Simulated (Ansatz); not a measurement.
## Size series: Si (diamond structure) films, face 111, ended by OH

The numbers are results of PBE (plane waves to 420 eV, PAW; Ansatz, a program for electronic structure), not measurements.

Model cells, cut from the crystal or sheet and relaxed with vacuum round them, in-plane lattice held at the bulk value; symmetry that the start had was kept. Gaps are Kohn-Sham gaps. Spin polarisation not allowed.

No spin-orbit coupling.

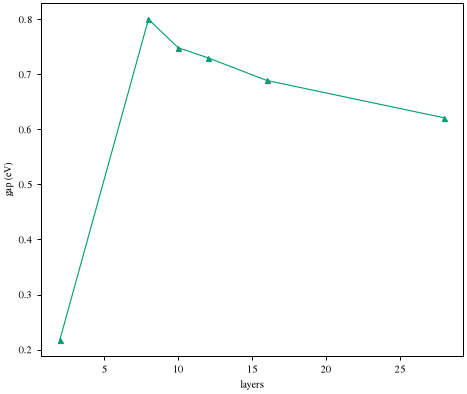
*Gap against layers*

Values: 2: 0.22 eV; 8: 0.80 eV; 10: 0.75 eV; 12: 0.73 eV; 16: 0.69 eV; 28: 0.62 eV.
